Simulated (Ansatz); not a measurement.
Breaking the Al1–H2 bond in CH5AlO (SMILES C[O][AlH2]) (multiplicity 1 held, fragments rigid). Energies count from the point at 1.571 Å.
Geometry at that point (charge 0, multiplicity 1):
```xyz
8

Al    -0.4845     0.8978     0.6260
H     -0.4527     1.2177     2.1639
H     -1.2211     1.7731    -0.4631
O      0.3397    -0.4921     0.1337
C      0.5615    -1.1306    -1.1007
H      0.0882    -0.6005    -1.9355
H      1.6351    -1.1935    -1.2991
H      0.1620    -2.1481    -1.0701
```

U- levels take the lowest unrestricted solution at each point, which mixes spins at long bonds. Active spaces are followed from a long bond inwards. Levels need not reach the same state.

Cores are frozen in the correlated methods.

The values were computed with Ansatz (an electronic-structure program) with Gaussian orbitals. 

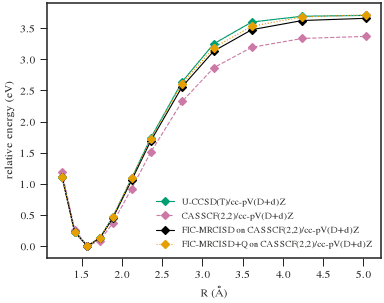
Figure. Relative energy along the coordinate

Doubts at one or more of the structures used: a spin-contaminated determinant (U-CCSD(T)/cc-pV(D+d)Z); T1 above 0.05 (U-CCSD(T)/cc-pV(D+d)Z).
